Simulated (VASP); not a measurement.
# Pt: structure and properties in VASP, part 2 of 3

Aim: relax Pt with SCAN, compute its properties on that cell and hold them against experiment. Left out of this account: 1 further run (core levels: core levels are not valid at this level). The start is a cell from a database of measured crystal structures.

VASP 6.6.1, plane waves and PAW; the level of theory is named at each step.

So far. Step 3 (Relaxing cell and atoms (SCAN)): It ends with forces that vanish by symmetry and a pressure of -0.04 GPa. The volume lies -1.9 % from that of the database's start, which holds the thermal and zero-point expansion of its experiment. Step 4 (Second relaxation): It ends with forces that vanish by symmetry and a pressure of -0.05 GPa. The volume moved by under 0.01 %: the run met its threshold at the first step. The relaxed cell has a = 3.897 Å (conventional setting).

## 5. Single point with fields (SCAN)

Level of this step: SCAN; plane waves and PAW (Pt) (VASP).

The relaxed cell gets a fresh self-consistent run, on a basis set for its own volume, to fix the density and to check the remaining stress.

Input file INCAR:

```
SYSTEM = Pt
PREC = Accurate
ENCUT = 400
EDIFF = 1E-06
NELM = 100
ISMEAR = 1
SIGMA = 0.2
LREAL = .FALSE.
ALGO = Normal
METAGGA = SCAN
LASPH = .TRUE.
NBANDS = 11
LORBIT = 11
LWAVE = .FALSE.
LCHARG = .TRUE.
ISIF = 2
LELF = .TRUE.
LVHAR = .TRUE.
```

Input file POSCAR:

```
Pt
1.0
    0.0000000000      1.9483562535      1.9483562535
    1.9483562535      0.0000000000      1.9483562535
    1.9483562535      1.9483562535      0.0000000000
Pt
1
Direct
    0.0000000000      0.0000000000      0.0000000000
```

Input file KPOINTS:

```
Automatic mesh
0
Gamma
12 12 12
0 0 0
```

The projector-augmented-wave data sets are Pt (PBE family, release 64).

Run with:

```sh
$ mpirun -np 2 vasp_std
```

The log of the run:

```text
[banner, memory and clock lines left out]
running    2 mpi-ranks, on    1 nodes
 distrk:  each k-point on    2 cores,    1 groups
 distr:  one band on    1 cores,    2 groups

 POSCAR found type information on POSCAR Pt
 POSCAR found :  1 types and       1 ions
 [... a notice as in an earlier step ...]

 LDA part: xc-table for (None), standard interpolation
|                                                                             |
|           W    W    AA    RRRRR   N    N  II  N    N   GGGG   !!!           |
|           W    W   A  A   R    R  NN   N  II  NN   N  G    G  !!!           |
|           W    W  A    A  R    R  N N  N  II  N N  N  G       !!!           |
|           W WW W  AAAAAA  RRRRR   N  N N  II  N  N N  G  GGG   !            |
|           WW  WW  A    A  R   R   N   NN  II  N   NN  G    G                |
|           W    W  A    A  R    R  N    N  II  N    N   GGGG   !!!           |
|                                                                             |
|     The number of bands has been changed from the values supplied in        |
|     The orbitals not found in the WAVECAR file will be initialized with     |
|     random numbers, which is usually adequate. For correlated               |
|     calculations, however, you should redo the groundstate calculation.     |
|     I found NBANDS = 11. Now, NBANDS = 12.                                  |
|                                                                             |

 POSCAR, INCAR and KPOINTS ok, starting setup
 FFT: planning ... GRIDC
 FFT: planning ... GRID_SOFT
 FFT: planning ... GRID
 WAVECAR not read
 entering main loop
       N       E                     dE             d eps       ncg     rms          rms(c)
DAV:   1    -0.350909374992E+02   -0.35091E+02   -0.47432E+03  1992   0.638E+02
DAV:   2    -0.732385683837E+02   -0.38148E+02   -0.36338E+02  2080   0.154E+02
DAV:   3    -0.737128055392E+02   -0.47424E+00   -0.47294E+00  2072   0.155E+01
DAV:   4    -0.737141292115E+02   -0.13237E-02   -0.13236E-02  2088   0.988E-01
DAV:   5    -0.737141360395E+02   -0.68281E-05   -0.68289E-05  2132   0.647E-02    0.127E+01
DAV:   6    -0.702196319373E+02    0.34945E+01   -0.61269E-01  1808   0.605E+00    0.720E+00
DAV:   7    -0.702525169615E+02   -0.32885E-01   -0.35936E-02  2092   0.164E+00    0.248E+00
DAV:   8    -0.702538894785E+02   -0.13725E-02   -0.11485E-02  2060   0.939E-01    0.167E-01
DAV:   9    -0.702539094185E+02   -0.19940E-04   -0.29126E-03  2096   0.424E-01    0.507E-02
DAV:  10    -0.702539387982E+02   -0.29380E-04   -0.19681E-04  2084   0.125E-01    0.341E-02
DAV:  11    -0.702539519819E+02   -0.13184E-04   -0.29859E-05  2144   0.521E-02    0.169E-02
DAV:  12    -0.702539475246E+02    0.44573E-05   -0.21306E-05  2012   0.391E-02    0.589E-03
DAV:  13    -0.702539485112E+02   -0.98663E-06   -0.26863E-06  1184   0.119E-02
   1 F= -.70253949E+02 E0= -.70252585E+02  d E =-.409127E-02
```

Wall time 25 s (2 MPI ranks of Intel Xeon Platinum 8259CL at 2.50GHz (Skylake/Cascade Lake), shared host); peak memory 0.21 GiB; 48 s of CPU time.

Parts of OUTCAR (step 5):

```text
The static configuration has the point symmetry O_h .

 Found     72 irreducible k-points:

   k-points           NKPTS =     72   k-points in BZ     NKDIM =     72   number of bands    NBANDS=     12

   NELECT =      10.0000    total number of electrons

 E-fermi :  11.3449

 k-point     1 :       0.0000    0.0000    0.0000
  band No.  band energies     occupation
    ...
      2       7.2106      2.00000
      3       7.2117      2.00000
      4       7.2118      2.00000
      5       9.4621      2.00000
      6       9.4627      2.00000
      7      26.5092      0.00000
      8      31.7190      0.00000
      9      31.7191      0.00000
     10      31.7191      0.00000
     11      37.8736      0.00000
    ...

 k-point     2 :       0.0833    0.0000    0.0000
  band No.  band energies     occupation
    ...
      2       7.0784      2.00000
      3       7.3279      2.00000
      4       7.3286      2.00000
      5       9.4008      2.00000
      6       9.4014      2.00000
      7      26.9820      0.00000
      8      30.4158      0.00000
      9      32.1793      0.00000
     10      32.1793      0.00000
     11      39.1730      0.00000
    ...

  Total       -0.0048777     -0.0048777     -0.0048777     -0.0000000     -0.0000000      0.0000000
  in kB       -0.5283105     -0.5283105     -0.5283105     -0.0000000     -0.0000000      0.0000000
  external PRESSURE =      -0.5283105 kB  Pullay stress =       0.0000000 kB

 POSITION                                       TOTAL-FORCE (eV/Angst)
 -----------------------------------------------------------------------------------
      0.00000      0.00000      0.00000         0.000000     -0.000000      0.000000
 -----------------------------------------------------------------------------------
    total drift:                               -0.000000      0.000000     -0.000000

  FREE ENERGIE OF THE ION-ELECTRON SYSTEM (eV)
  ---------------------------------------------------
  free  energy   TOTEN  =       -70.2539485112 eV

  energy  without entropy=      -70.2498572394  energy(sigma->0) =      -70.25258475

[... 9 parts as in an earlier step ...]

[... 4 further parts left out ...]
```

Numbers from this step:

| Item | Value |
| --- | --- |
| SCF cycles | 13 |
| bands | 12 |
| pressure | -0.05283 GPa |

Valence electrons inside each PAW sphere by angular momentum. Sphere charges, by row:

| atom | s (e) | p (e) | d (e) | tot (e) |
| --- | --- | --- | --- | --- |
| Pt1 | 0.572 | 0.583 | 8.051 | 9.205 |

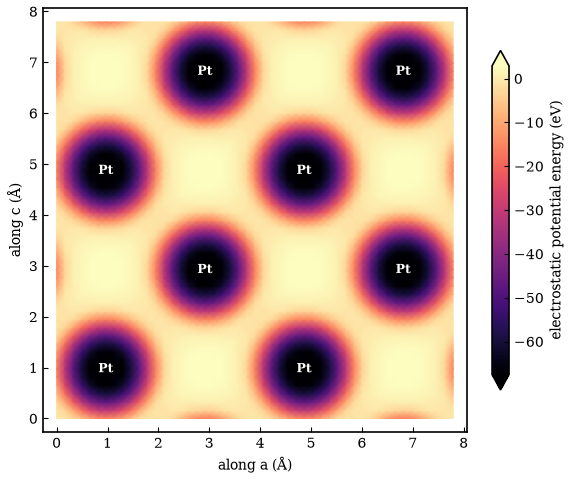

Electrostatic potential energy in the ac plane of the conventional cell at fractional y = 0.000, with atoms of Pt within 0.2 Å of it. With pseudopotentials it is smooth inside the atoms' cores, unlike the true potential. The map starts off the cell's origin, so that atoms lie inside it.

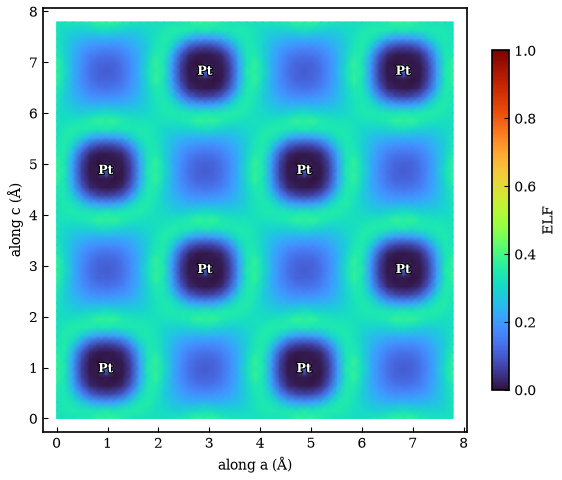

ELF in the ac plane of the conventional cell at fractional y = 0.000, with atoms of Pt within 0.2 Å of it. It is the smooth field of the valence electrons, not physical close to the nuclei. The map starts off the cell's origin, so that atoms lie inside it.

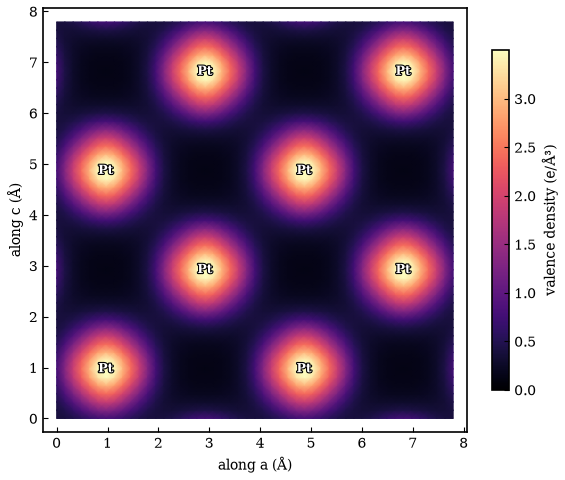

Valence density in the ac plane of the conventional cell at fractional y = 0.000, with atoms of Pt within 0.2 Å of it. It is the smooth field of the valence electrons, not physical close to the nuclei. The map starts off the cell's origin, so that atoms lie inside it.

In this run the pressure is -0.05 GPa, small enough to go on.

## 6. Bands along the symmetry lines (SCAN)

Levels along the symmetry lines show where the bands peak and cross; KPOINTS_OPT computes them in the converged potential.

Input file INCAR:

```
SYSTEM = Pt
PREC = Accurate
ENCUT = 400
EDIFF = 1E-06
NELM = 100
ISMEAR = 1
SIGMA = 0.2
LREAL = .FALSE.
ALGO = Normal
METAGGA = SCAN
LASPH = .TRUE.
NBANDS = 16
LORBIT = 11
LWAVE = .FALSE.
LCHARG = .FALSE.
KPAR = 2
```

POSCAR is that of step 5.

KPOINTS is that of step 5.

Input file KPOINTS_OPT:

```
Line mode
16
Line-mode
Reciprocal
  0.00000000   0.00000000   0.00000000 GAMMA
  0.50000000   0.00000000   0.50000000 X

  0.50000000   0.00000000   0.50000000 X
  0.50000000   0.25000000   0.75000000 W

  0.50000000   0.25000000   0.75000000 W
  0.37500000   0.37500000   0.75000000 K

  0.37500000   0.37500000   0.75000000 K
  0.00000000   0.00000000   0.00000000 GAMMA

  0.00000000   0.00000000   0.00000000 GAMMA
  0.50000000   0.50000000   0.50000000 L

  0.50000000   0.50000000   0.50000000 L
  0.62500000   0.25000000   0.62500000 U

  0.62500000   0.25000000   0.62500000 U
  0.50000000   0.25000000   0.75000000 W

  0.50000000   0.25000000   0.75000000 W
  0.50000000   0.50000000   0.50000000 L

  0.50000000   0.50000000   0.50000000 L
  0.37500000   0.37500000   0.75000000 K

  0.62500000   0.25000000   0.62500000 U
  0.50000000   0.00000000   0.50000000 X
```

Run with:

```sh
$ mpirun -np 2 vasp_std
```

The log of the run:

```text
[... set-up lines as in an earlier step ...]
 entering main loop
       N       E                     dE             d eps       ncg     rms          rms(c)
DAV:   1    -0.295219687420E+02   -0.29522E+02   -0.43988E+03  2424   0.479E+02
DAV:   2    -0.730617115452E+02   -0.43540E+02   -0.41473E+02  3144   0.136E+02
DAV:   3    -0.737127712978E+02   -0.65106E+00   -0.64939E+00  3120   0.150E+01
DAV:   4    -0.737141314856E+02   -0.13602E-02   -0.13601E-02  2808   0.807E-01
DAV:   5    -0.737141360636E+02   -0.45780E-05   -0.45774E-05  3120   0.402E-02    0.127E+01
DAV:   6    -0.702192797300E+02    0.34949E+01   -0.55504E-01  3384   0.454E+00    0.723E+00
DAV:   7    -0.702523354530E+02   -0.33056E-01   -0.40560E-02  3296   0.129E+00    0.244E+00
DAV:   8    -0.702538607101E+02   -0.15253E-02   -0.92936E-03  3240   0.680E-01    0.160E-01
DAV:   9    -0.702539087048E+02   -0.47995E-04   -0.24903E-03  3016   0.312E-01    0.511E-02
DAV:  10    -0.702539392792E+02   -0.30574E-04   -0.19449E-04  3192   0.953E-02    0.315E-02
DAV:  11    -0.702539515149E+02   -0.12236E-04   -0.23453E-05  3152   0.363E-02    0.154E-02
DAV:  12    -0.702539475385E+02    0.39764E-05   -0.16216E-05  3216   0.274E-02    0.564E-03
DAV:  13    -0.702539485636E+02   -0.10251E-05   -0.23652E-06  2408   0.883E-03    0.426E-04
DAV:  14    -0.702539485345E+02    0.29085E-07   -0.90925E-08  2176   0.200E-03
   1 F= -.70253949E+02 E0= -.70252585E+02  d E =-.409057E-02
 Start KPOINTS_OPT (optional k-point list driver)
k-point batch [1-72\160]
       N       E                     dE             ncg
DAV:   1     0.866080221799E+04   -0.14690E+05     2384
DAV:   2     0.535761610772E+04   -0.33032E+04     3264
DAV:   3     0.531034200250E+04   -0.47274E+02     2960
DAV:   4     0.531022536341E+04   -0.11664E+00     2960
DAV:   5     0.531022486145E+04   -0.50196E-03     2928
DAV:   6     0.531022485884E+04   -0.26176E-05     2792
DAV:   7     0.531022485880E+04   -0.38490E-07     2528
[...]
k-point batch [145-160\160]
       N       E                     dE             ncg
DAV:   1     0.271209566930E+05   -0.52993E+04      528
DAV:   2     0.263991254736E+05   -0.72183E+03      744
DAV:   3     0.263897246840E+05   -0.94008E+01      720
DAV:   4     0.263897064387E+05   -0.18245E-01      608
DAV:   5     0.263897063714E+05   -0.67271E-04      720
DAV:   6     0.263897063711E+05   -0.31650E-06      528
```

The job ended after 51 s (2 MPI ranks; peak memory 0.25 GiB; 1.7 min of CPU time).

From OUTCAR (step 6):

```text
   k-points           NKPTS =     72   k-points in BZ     NKDIM =     72   number of bands    NBANDS=     16

   NELECT =      10.0000    total number of electrons

 E-fermi :  11.3450

 k-point     1 :       0.0000    0.0000    0.0000
  band No.  band energies     occupation
    ...
      2       7.2108      2.00000
      3       7.2119      2.00000
      4       7.2119      2.00000
      5       9.4621      2.00000
      6       9.4626      2.00000
      7      26.5092      0.00000
      8      31.7190      0.00000
      9      31.7191      0.00000
     10      31.7191      0.00000
     11      37.8734      0.00000
    ...

  Total       -0.0065603     -0.0065603     -0.0065603      0.0000000      0.0000000      0.0000000
  in kB       -0.7105618     -0.7105618     -0.7105618      0.0000000      0.0000000      0.0000000
  external PRESSURE =      -0.7105618 kB  Pullay stress =       0.0000000 kB

 POSITION                                       TOTAL-FORCE (eV/Angst)
 -----------------------------------------------------------------------------------
      0.00000      0.00000      0.00000         0.000000      0.000000      0.000000
 -----------------------------------------------------------------------------------
    total drift:                                0.000000      0.000000     -0.000000

  FREE ENERGIE OF THE ION-ELECTRON SYSTEM (eV)
  ---------------------------------------------------
  free  energy   TOTEN  =       -70.2539485345 eV

  energy  without entropy=      -70.2498579688  energy(sigma->0) =      -70.25258501

[... 8 parts as in an earlier step ...]

[... 8 further parts left out ...]
```

Spin-orbit coupling is off here; with elements this heavy it splits and shifts levels by tenths of an eV or more.

This step gave:

| Property | Result |
| --- | --- |
| SCF cycles | 14 |
| bands | 16 |
| Fermi energy | 11.35 eV |
| pressure | -0.07106 GPa |

The electronic bands at the labelled points (eV, zero at the Fermi level; # counts the bands kept):

| point | #2 | #3 | #4 | #5 | #6 | #7 |
| --- | --- | --- | --- | --- | --- | --- |
| Γ | -4.13 | -4.13 | -4.13 | -1.88 | -1.88 | 15.16 |
| X | -7.20 | -0.10 | 0.58 | 0.58 | 1.52 | 9.03 |
| W | -4.99 | -4.99 | -2.31 | 0.59 | 7.06 | 8.53 |
| K | -5.95 | -3.18 | -1.54 | -0.16 | 5.65 | 6.98 |
| Γ | -4.13 | -4.13 | -4.13 | -1.88 | -1.88 | 15.16 |
| L | -4.24 | -4.24 | -0.71 | 0.03 | 0.03 | 5.99 |
| U | -5.95 | -3.18 | -1.54 | -0.16 | 5.65 | 6.98 |
| W | -4.99 | -4.99 | -2.31 | 0.59 | 7.06 | 8.53 |
| L | -4.24 | -4.24 | -0.71 | 0.03 | 0.03 | 5.99 |
| K | -5.95 | -3.18 | -1.54 | -0.16 | 5.65 | 6.98 |
| jump to U | -5.95 | -3.18 | -1.54 | -0.16 | 5.65 | 6.98 |
| X | -7.20 | -0.10 | 0.58 | 0.58 | 1.52 | 9.03 |

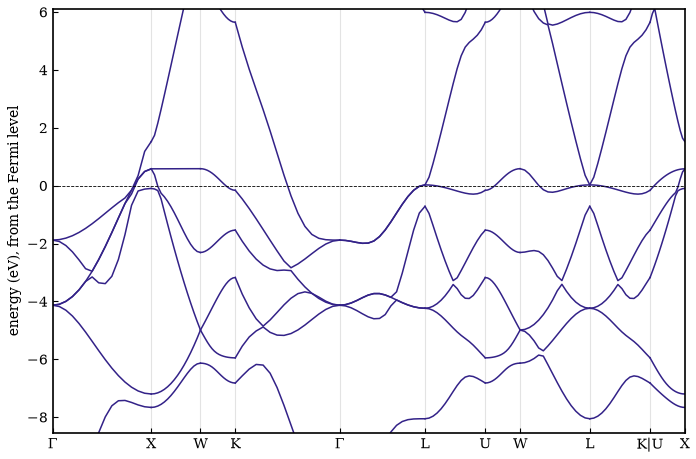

Electronic bands along the path.

There is no gap at this level.

## 7. Density of states (SCAN)

Here the states are counted by energy and projected on the atoms. The mesh is finer than in the run before.

INCAR, as its differences from that of step 6:

```diff
@@ -5,3 +5,3 @@
 NELM = 100
-ISMEAR = 1
+ISMEAR = -5
 SIGMA = 0.2
@@ -16 +16,2 @@
 KPAR = 2
+NEDOS = 2001
```

POSCAR is that of step 6.

Input file KPOINTS:

```
Automatic mesh
0
Gamma
17 17 17
0 0 0
```

Run with:

```sh
$ mpirun -np 2 vasp_std
```

The log of the run:

```text
[... set-up lines as in an earlier step ...]
 entering main loop
       N       E                     dE             d eps       ncg     rms          rms(c)
DAV:   1    -0.305326979003E+02   -0.30533E+02   -0.43441E+03  5680   0.476E+02
DAV:   2    -0.731303178111E+02   -0.42598E+02   -0.40805E+02  7248   0.136E+02
DAV:   3    -0.737137838586E+02   -0.58347E+00   -0.58297E+00  6888   0.144E+01
DAV:   4    -0.737150316150E+02   -0.12478E-02   -0.12501E-02  6856   0.773E-01
DAV:   5    -0.737150359422E+02   -0.43272E-05   -0.43406E-05  6632   0.396E-02    0.127E+01
DAV:   6    -0.702187480271E+02    0.34963E+01   -0.56163E-01  7808   0.455E+00    0.722E+00
DAV:   7    -0.702509260838E+02   -0.32178E-01   -0.41771E-02  7512   0.131E+00    0.244E+00
DAV:   8    -0.702523094784E+02   -0.13834E-02   -0.97145E-03  7504   0.684E-01    0.163E-01
DAV:   9    -0.702523713369E+02   -0.61859E-04   -0.27058E-03  6864   0.324E-01    0.524E-02
DAV:  10    -0.702523316696E+02    0.39667E-04   -0.19122E-04  7376   0.919E-02    0.325E-02
DAV:  11    -0.702523342268E+02   -0.25572E-05   -0.20989E-05  7056   0.345E-02    0.186E-02
DAV:  12    -0.702523181753E+02    0.16052E-04   -0.24602E-05  7584   0.333E-02    0.597E-03
DAV:  13    -0.702523225272E+02   -0.43519E-05   -0.28602E-06  5696   0.962E-03    0.604E-04
DAV:  14    -0.702523210615E+02    0.14657E-05   -0.11817E-07  5264   0.227E-03    0.158E-04
DAV:  15    -0.702523210470E+02    0.14511E-07   -0.19332E-08  3872   0.884E-04
   1 F= -.70252321E+02 E0= -.70252321E+02  d E =0.000000E+00
 -----------------------------------------------------------------------------
|                                                                             |
|           W    W    AA    RRRRR   N    N  II  N    N   GGGG   !!!           |
|           W    W   A  A   R    R  NN   N  II  NN   N  G    G  !!!           |
|           W    W  A    A  R    R  N N  N  II  N N  N  G       !!!           |
|           W WW W  AAAAAA  RRRRR   N  N N  II  N  N N  G  GGG   !            |
|           WW  WW  A    A  R   R   N   NN  II  N   NN  G    G                |
|           W    W  A    A  R    R  N    N  II  N    N   GGGG   !!!           |
|                                                                             |
|     Tetrahedron method does not include variations of the Fermi             |
|     occupations, so forces and stress will be inaccurate. We suggest        |
|     using a different smearing scheme ISMEAR = 1 or 2 for metals in         |
|     relaxations.                                                            |
|                                                                             |
 -----------------------------------------------------------------------------
```

Run time: 65 s. Hardware: 2 MPI ranks; peak memory 0.26 GiB.

OUTCAR, selected parts (step 7):

```text
   k-points           NKPTS =    165   k-points in BZ     NKDIM =    165   number of bands    NBANDS=     16

   NELECT =      10.0000    total number of electrons

 E-fermi :  11.3089

 k-point     1 :       0.0000    0.0000    0.0000
  band No.  band energies     occupation
    ...
      2       7.2096      2.00000
      3       7.2107      2.00000
      4       7.2108      2.00000
      5       9.4591      2.00000
      6       9.4596      2.00000
      7      26.5107      0.00000
      8      31.7205      0.00000
      9      31.7205      0.00000
     10      31.7205      0.00000
     11      37.8772      0.00000
    ...

  Total       -0.0103804     -0.0103804     -0.0103804      0.0000000      0.0000000     -0.0000000
  in kB       -1.1243181     -1.1243181     -1.1243181      0.0000000      0.0000000     -0.0000000
  external PRESSURE =      -1.1243181 kB  Pullay stress =       0.0000000 kB

 POSITION                                       TOTAL-FORCE (eV/Angst)
 -----------------------------------------------------------------------------------
      0.00000      0.00000      0.00000         0.000000      0.000000      0.000000
 -----------------------------------------------------------------------------------
    total drift:                               -0.000000     -0.000000      0.000000

  FREE ENERGIE OF THE ION-ELECTRON SYSTEM (eV)
  ---------------------------------------------------
  free  energy   TOTEN  =       -70.2523210470 eV

  energy  without entropy=      -70.2523210470  energy(sigma->0) =      -70.25232105

[... 6 parts as in an earlier step ...]

[... 10 further parts left out ...]
```

With tetrahedra the forces and stress of a metal are not exact derivatives of the energy.

This step gave:

```yaml
scf_cycles: 15
irreducible_k_points: 165
free_energy_toten: -70.2523 eV
fermi_energy: 11.31 eV
pressure: -0.1124 GPa
dos_at_the_fermi_level: 2.016 states/eV/cell
```

The density of states has structure finer than the step of the table below, so its rows give means over 1 eV, whole bins alone (the curve runs from -12.0 to 7.98 eV). Peaks (eV: height): total -3.9: 2.38, -3.7: 2.54, -2.2: 1.68, 0.0: 2.02; Pt d -3.9: 1.93, -3.7: 2.27, -2.2: 1.48, 0.0: 1.93; Pt p -5.4: 0.125, -3.9: 0.211, -3.0: 0.135, 3.5: 0.066; Pt s -7.3: 0.206, -3.9: 0.0582, 5.2: 0.0841, 6.1: 0.171.

States under -12.0 eV and over 8.0 eV are left out. Density of states against energy, zero at the Fermi level; means over each step; values in states/eV/cell:

```csv
energy (eV),total,Pt d,Pt p,Pt s
-11,0.0214,3.2e-5,5.2e-4,0.0147
-10,0.0731,0.00143,0.00454,0.0468
-9,0.129,0.0109,0.0126,0.0722
-8,0.381,0.144,0.0292,0.138
-7,1.11,0.755,0.0568,0.165
-6,1.01,0.814,0.0618,0.0420
-5,1.31,1.09,0.0926,0.0170
-4,1.81,1.51,0.134,0.0359
-3,1.14,0.952,0.0885,0.0172
-2,1.26,1.11,0.0612,0.0138
-1,1.01,0.927,0.0316,0.00762
0,1.33,1.26,0.0248,0.0112
1,0.318,0.245,0.0346,0.0178
2,0.271,0.163,0.0535,0.0261
3,0.265,0.134,0.0632,0.0341
4,0.246,0.103,0.0633,0.0429
5,0.232,0.0762,0.0528,0.0607
6,0.278,0.0864,0.0421,0.0984
7,0.305,0.0831,0.0825,0.0776
```

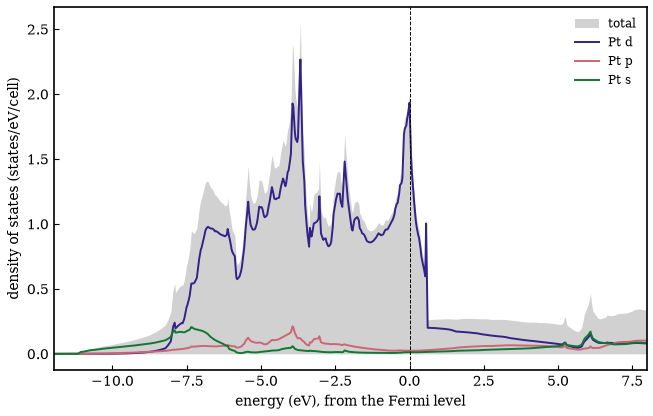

Density of states, plotted against energy.

The finer mesh and the other smearing move the Fermi level by -0.04 eV from the 12×12×12 run, a small shift, which tests the Fermi level alone. Of the states within 0.3 eV of the Fermi level, the largest shares in the PAW spheres are Pt d 95 %. The rest lies in smaller channels or between the spheres.

(Part 2 of 3 ends here.)

[Lines on the potential files, build, host, timing and source positions are cut from VASP's logs without a mark.]

[Logs are printed without paths, hosts, clocks, repeated set-up lines and the standing remarks that a program may print on its own settings, such as how far it seeks lower states.]

[Hosts, paths, dates, database ids (printed as entryN), source tags and the programs' standing remarks are cut or masked in the printed files.]

[Measured values are set beside computed ones only where the two were judged alike; some that the calculation misses by far are left out.]
